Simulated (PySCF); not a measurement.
# C₅H₄ClFN₂O: a tour of settings, part 2 of 2

PySCF 2.14.0. Atoms count from 0. The steps go on from the part before.

### Step 6. Nuclear shieldings: PBE0/STO-3G

The job: settings as JSON, then the geometry in Å.

```
{"job": {"kind": "nmr", "xc": "PBE0", "basis": "STO-3G", "pop": true, "scf": {"damp": 0.3}}, "charge": 0, "multiplicity": 1}
C     -1.952272    -0.792029     0.103703
C     -1.217853     0.473703    -0.208285
O     -1.738147     1.501028    -0.529150
N      0.196416     0.389084    -0.099205
C      1.006246    -0.684086     0.249160
F      0.506693    -1.878431     0.552128
C      2.297029    -0.280331     0.214457
N      2.339372     1.036921    -0.150215
C      1.115296     1.412580    -0.329045
Cl     0.669082     2.963824    -0.789002
H     -1.748657    -1.114216     1.122943
H     -3.016884    -0.607585    -0.011918
H     -1.647445    -1.590382    -0.570026
H      3.190446    -0.830553     0.422290
```

Level: GIAO PBE0/STO-3G NMR shielding, non-relativistic, gas phase.

Output:

```text
damping 0.30 in the first 6 cycles
final grid: 134072 points
cycle   1  E = -925.4824550791  dE =  2.375e+00  |g| = 9.599e-01  |ddm| = 5.687e+00
cycle   2  E = -925.4283762632  dE =  5.408e-02  |g| = 1.183e+00  |ddm| = 2.448e+00
cycle   3  E = -925.4256950271  dE =  2.681e-03  |g| = 1.079e+00  |ddm| = 2.600e+00
cycle   4  E = -925.2880508504  dE =  1.376e-01  |g| = 1.402e+00  |ddm| = 2.850e+00
cycle   5  E = -925.2871985548  dE =  8.523e-04  |g| = 1.268e+00  |ddm| = 3.073e+00
cycle   6  E = -922.5267666076  dE =  2.760e+00  |g| = 3.533e+00  |ddm| = 5.863e+00
cycle   7  E = -914.2769624129  dE =  8.250e+00  |g| = 4.858e+00  |ddm| = 1.077e+01
cycle   8  E = -921.9666104230  dE = -7.690e+00  |g| = 2.514e+00  |ddm| = 9.703e+00
cycle   9  E = -925.3744748539  dE = -3.408e+00  |g| = 1.082e+00  |ddm| = 4.718e+00
cycle  10  E = -925.7370833736  dE = -3.626e-01  |g| = 3.658e-01  |ddm| = 1.685e+00
cycle  11  E = -925.7688818414  dE = -3.180e-02  |g| = 2.325e-01  |ddm| = 6.586e-01
cycle  12  E = -925.7828935233  dE = -1.401e-02  |g| = 8.537e-02  |ddm| = 2.840e-01
cycle  13  E = -925.7848765257  dE = -1.983e-03  |g| = 3.509e-02  |ddm| = 1.159e-01
cycle  14  E = -925.7852612849  dE = -3.848e-04  |g| = 9.116e-03  |ddm| = 5.031e-02
cycle  15  E = -925.7852916814  dE = -3.040e-05  |g| = 2.230e-03  |ddm| = 1.530e-02
cycle  16  E = -925.7852931242  dE = -1.443e-06  |g| = 6.439e-04  |ddm| = 3.435e-03
cycle  17  E = -925.7852932563  dE = -1.321e-07  |g| = 2.170e-04  |ddm| = 1.212e-03
cycle  18  E = -925.7852932730  dE = -1.665e-08  |g| = 4.510e-05  |ddm| = 4.247e-04
cycle  19  E = -925.7852932739  dE = -8.902e-10  |g| = 1.090e-05  |ddm| = 1.086e-04
converged SCF energy = -925.7852932739

GIAO shielding tensors (ppm)
atom      isotropic    diamagn.    paramagn.     s11        s22        s33       span
  0 C      211.409     245.215     -33.806    201.994    203.189    229.043     27.049
  1 C      127.429     254.589    -127.159     24.904    156.347    201.037    176.132
  2 O     -128.454     382.613    -511.067   -654.425   -173.987    443.052   1097.477
  3 N      172.977     315.012    -142.035    100.982    170.469    247.480    146.498
  4 C      115.434     259.256    -143.823     78.660    123.376    144.266     65.606
  5 F      349.866     454.205    -104.339    274.958    290.133    484.507    209.550
  6 C      139.473     259.189    -119.717     95.863    131.954    190.601     94.738
  7 N       78.706     314.636    -235.930   -141.593     76.445    301.268    442.861
  8 C      133.455     257.832    -124.377     76.551    141.849    181.965    105.414
  9 Cl     958.321    1126.595    -168.274    834.713    988.203   1052.048    217.335
 10 H       30.589      30.308       0.281     25.514     29.763     36.489     10.975
 11 H       30.248      28.744       1.504     24.811     27.974     37.959     13.148
 12 H       30.585      30.303       0.282     25.503     29.768     36.485     10.982
 13 H       26.703      30.477      -3.774     23.380     26.195     30.534      7.154
```

It took 6.8 s on 1 thread of Intel Xeon 6975P-C, shared host; peak memory 0.49 GiB.

Key values: δ C4 120.7, C1 108.7, C8 102.7, C6 96.7, H13 6.31, H10 2.54 ppm (means over like atoms).

### Step 7. Run by run: NMR shifts

Shifts (ppm) of some atoms, chosen among heavy atoms and hydrogens apart, means over like atoms, with basis size and wall time:

```
          run     C1   H13   H10     O2     N7     N3      F5  functions   time
PBE0/pcSseg-1  169.3  6.65  2.56  531.8  299.0  219.9  -148.1        197   22 s
  PBE0/STO-3G  108.7  6.31  2.54  471.9  217.7  123.5   -52.8         58  6.8 s
```

### Step 8. Side by side: electronic excitations

Excitations and ground-state properties, with basis size and wall time:

```
                run  lowest singlet (eV)  brightest (eV)      f  gap (eV)  α (Å³)  μ (D)  functions  time
     PBE0/def2-SVPD                 4.49            6.43  0.079      5.39   12.85   3.57        245  34 s
BHandHLYP/6-31++G**                 5.18            7.87  0.250      7.53   11.77   3.64        208  50 s
```

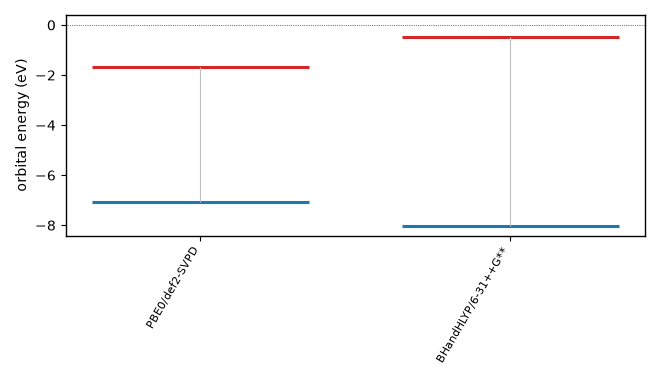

HOMO (blue) and LUMO (red) run by run.

### Step 9. Summary of results

What follows sums up all 2 parts.

```
                                                              quantity                                            value
                                ¹³C shifts against TMS (PBE0/pcSseg-1)             169.3, 154.8, 136.0, 113.8, 27.2 ppm
¹H shifts against TMS (PBE0/pcSseg-1, means over atoms taken as alike)                                   6.65, 2.56 ppm
                                ¹⁷O shifts against H2O (PBE0/pcSseg-1)                                        531.8 ppm
                                ¹⁵N shifts against NH3 (PBE0/pcSseg-1)                                 299.0, 219.9 ppm
                              ¹⁹F shifts against CFCl3 (PBE0/pcSseg-1)                                       -148.1 ppm
                               ³⁵Cl shifts against HCl (PBE0/pcSseg-1)                                          249 ppm
                                       lowest singlet (PBE0/def2-SVPD)                      4.49 eV (276 nm), f = 0.051
                              brightest single state of those computed                      state 5, 6.43 eV, f = 0.079
                                                        lowest triplet                                          3.43 eV
                        largest coupling of the table (PW91/6-31++G**)                         ¹J(C,F) C4–F5, -260.3 Hz
                                              range of the shift of N3                               123.5 to 219.9 ppm
                                           range of the lowest singlet                                  4.49 to 5.18 eV
                                         property runs in this session  5, of which 0 failed and 1 gave unsound results
```

**Reading.** Single values in the summary come from the first sound run of each kind (PBE0/pcSseg-1; PBE0/def2-SVPD; PW91/6-31++G**), which need not be the best level. At PBE0/pcSseg-1: Shielding is most anisotropic at O2 (span 947 ppm, paramagnetic term -594 ppm). NICS(1)zz of -21 ppm above the planar ring from N3 marks a diatropic (aromatic) ring current. The lowest singlet, at 4.49 eV, is HOMO→LUMO 0.99 and is bright; of the 6 states computed, the strongest absorption comes from state 5 at 6.43 eV. The lowest triplet lies 1.06 eV below the lowest singlet (triplets in Tamm-Dancoff, singlets in full TDDFT). The lowest singlet moves an electron between orbitals on different atoms, a charge-transfer state, which PBE0 without long-range exact exchange places too low; its energy and rank are unsure. Of the pairs tabulated at PW91/6-31++G**, C4–F5 couples most strongly (-260.3 Hz; Fermi contact -260.2 Hz). Among the atoms with a shift in every run: In ppm, N3 moves most: its shift spreads over 96.5 ppm, from 123.5 (PBE0/STO-3G) to 219.9 (PBE0/pcSseg-1). A minimal basis is unusable for shieldings, so that end is no result. The lowest singlet runs from 4.49 eV (PBE0/def2-SVPD) to 5.18 eV (BHandHLYP/6-31++G**), while the orbital gap spans 5.39 to 7.53 eV. The lowest state need not be the same one in every run. The runs solved for a few states only, so the brightest column depends on that window. Couplings from bases without tight functions are rough.
